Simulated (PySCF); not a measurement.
# CH5Ga, SMILES `C[GaH2]`: electronic structure

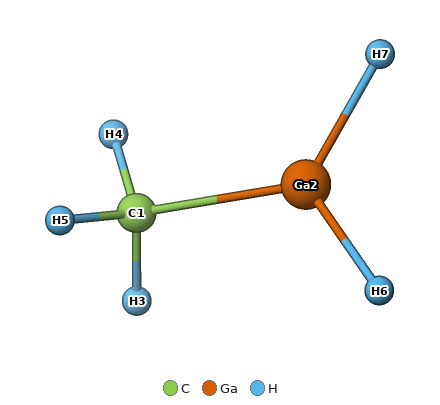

The molecule, with its atoms numbered as below. No frequency check shows the geometry to be a minimum.

Geometry (Å), atoms numbered from 1:

```
C1       1.5997    0.0011    0.0003
Ga2     -0.4187    0.0000    0.0003
H3       1.9934   -0.6931    0.7493
H4       1.9908    0.9999    0.2195
H5       1.9965   -0.3086   -0.9713
H6      -1.2949   -1.3149   -0.0038
H7      -1.3038    1.3086   -0.0037
```

### 1. Bonding charge

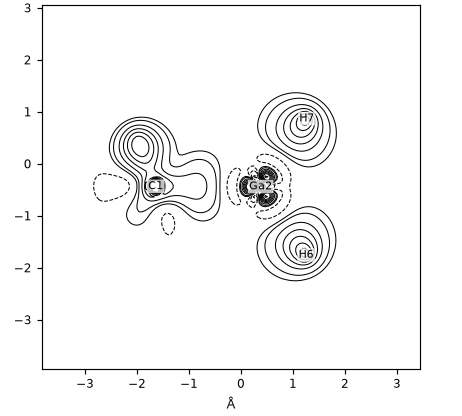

Deformation density (molecule less spherical, spin-averaged free atoms) in the plane of C1, Ga2, H6 and H7; contours at ±0.05 to ±0.8 e/Å³; solid lines: gain, dashed lines: loss.

Method: B3LYP/def2-SVPD; geometry: GFN2-xTB; program: PySCF.

Question: How much density has each bond in this plane gained at its critical point, relative to the free atoms?

Answer: Ga2–H7: +0.20 e/Å³ at the bond critical point (bond length 1.58 Å). Ga2–H6: +0.20 e/Å³ at the bond critical point (bond length 1.58 Å). C1–Ga2: +0.16 e/Å³ at the bond critical point (bond length 2.02 Å). In all, 1.4 electrons gather in the regions of gain relative to the promolecule.

### 2. Bond critical points

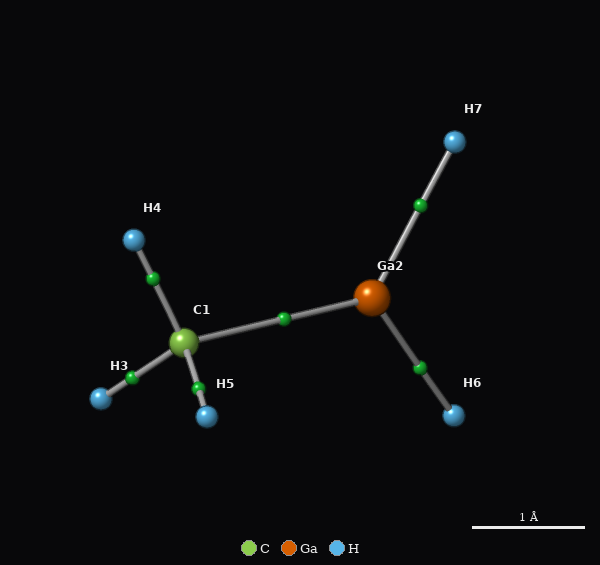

Molecular graph of the electron density (QTAIM): bond paths, bond critical points (green), ring points (magenta, if any); weak paths are dashed.

Question: How many critical points of each kind are there, and does the count close?

Answer: 7 nuclei, 6 bond, 0 ring and 0 cage critical points: 7 − 6 + 0 − 0 = 1, as the Poincaré–Hopf relation requires.

Question: Give the properties at the bond critical points.

Answer:
```csv
bond,length (Å),ρ (a.u.),∇²ρ (a.u.),ε,H (a.u.)
C1–H4,1.095,0.269,−0.95,0.03,−0.284
C1–H3,1.095,0.268,−0.94,0.03,−0.283
C1–H5,1.094,0.267,−0.93,0.03,−0.282
Ga2–H7,1.580,0.113,+0.13,0.04,−0.053
Ga2–H6,1.580,0.112,+0.13,0.04,−0.053
C1–Ga2,2.018,0.106,+0.13,0.03,−0.049
```

Question: What kind of interaction is C1–H3?

Answer: Shared-shell (covalent): ρ = 0.268, ∇²ρ = −0.94, H = −0.283 a.u.

### 3. Local ionisation energy

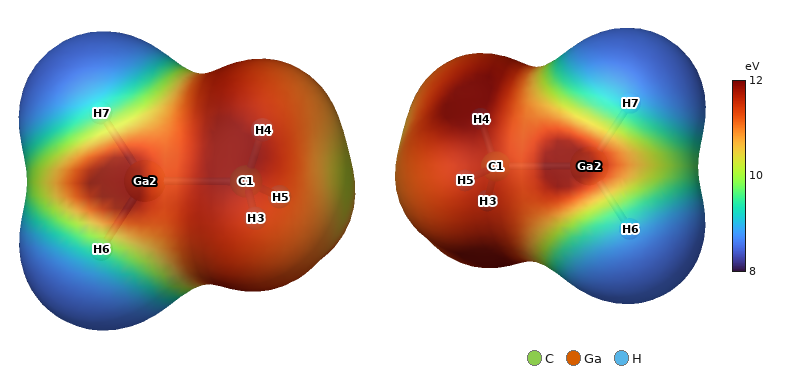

Average local ionisation energy on the surface of electron density 0.001 a.u. (back view left, front view right).

Question: Locate the minima of the map.

Answer: The lowest value is 8.5 eV, 1.5 Å from H6, and at like points elsewhere. Further minima include 10.2 eV, near H5 (1.82 Å), H3 (1.96 Å), H4 (2.01 Å) and C1 (2.03 Å). For comparison, the highest occupied orbital lies at −7.9 eV.

Question: What volume does the surface enclose, and what is the dipole moment?

Answer: About 84 Å³; the dipole moment is 0.8 D.

### 4. In an electric field

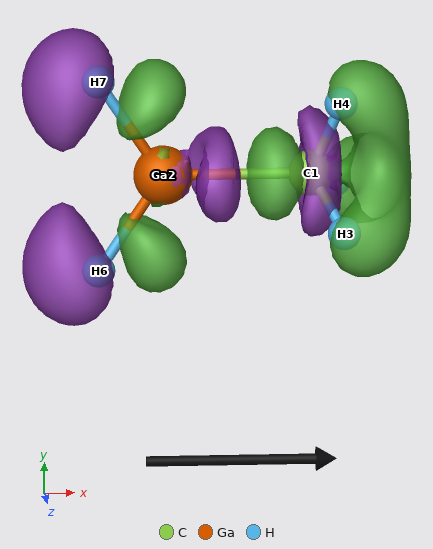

Change of the electron density in a uniform field of 0.21 V/Å along +x (arrow), surfaces at ±0.002 e/Å³ (purple: gain, green: loss).

Level of theory: B3LYP/def2-SVPD (PySCF), at a geometry from GFN2-xTB.

Question: How large is the response?

Answer: The induced dipole is 0.58 D (along the field); α along this axis, from the fields in both directions, is 56 bohr³ (8.4 Å³).

Question: Which atoms gain and lose the most charge?

Answer: Electrons gather most on H7 (Hirshfeld charge changes by −0.009 e) and leave C1 most (+0.006 e); 0.045 electrons are displaced in all.
